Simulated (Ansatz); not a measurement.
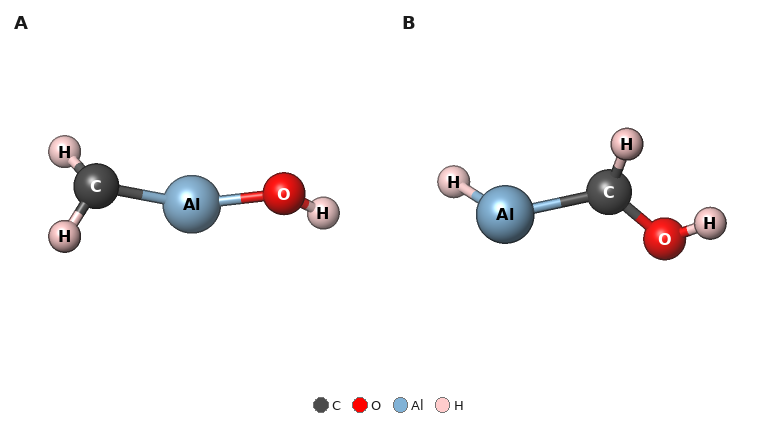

2 stationary structures of one formula. Geometries: PBE-D4/def2-SVP. Electronic energies: PBE-D4/def2-SVP (Ansatz 0.2.0), without zero-point energy. No frequency run is at hand to confirm each as a minimum.

> Which structure is the most stable?

A is lowest (Cs); B lies 168.0 kJ/mol above it (C1).
